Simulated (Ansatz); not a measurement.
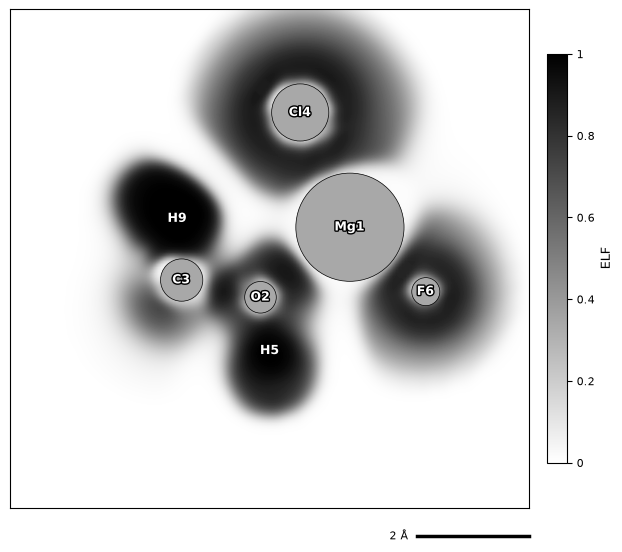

Figure. CH4ClFMgO. ELF on the plane of atoms O2, Mg1 and F6. Grey discs cover the atomic cores.

Level of theory: RKS B3LYP-D4/def2-SVP in Ansatz.

```yaml
atoms:
  - { symbol: Mg, position_ang: [-1.2638, 0.9723, -0.9514] }
  - { symbol: O, position_ang: [0.2812, 0.4585, 0.2516] }
  - { symbol: C, position_ang: [0.7913, -0.8440, 0.5828] }
  - { symbol: Cl, position_ang: [-2.0569, -0.9674, -1.7098] }
  - { symbol: H, position_ang: [0.7727, 1.1686, 0.6888] }
  - { symbol: F, position_ang: [-1.2407, 2.7407, -0.8251] }
  - { symbol: H, position_ang: [1.8398, -0.9390, 0.2614] }
  - { symbol: H, position_ang: [0.7075, -1.0254, 1.6652] }
  - { symbol: H, position_ang: [0.1689, -1.5642, 0.0365] }
```

### Read the bonding off the picture.

The section cuts through Mg, O, C, Cl, H and F sites.
C–O (1.44 Å): the ELF peaks at about 0.90 between the atoms, as expected for a polar covalent bond.
Mg–F (1.77 Å): the ELF peaks at about 0.85 in the valence shell of F, 0.6 Å from its nucleus, and is about 0.15 at the midpoint; a closed-shell, largely ionic contact.
Mg–O (2.02 Å): the ELF peaks at about 0.90 in the valence shell of O, 0.6 Å from its nucleus, and is about 0.20 at the midpoint; a closed-shell, largely ionic contact.
Mg–Cl (2.23 Å): the ELF peaks at about 0.85 in the valence shell of Cl, 0.9 Å from its nucleus, and falls to about 0.05 next to Mg; a closed-shell, largely ionic contact.
O–H (0.97 Å): the ELF climbs to about 1 towards the hydrogen, as it does in any bond to H; an ordinary covalent bond to hydrogen.
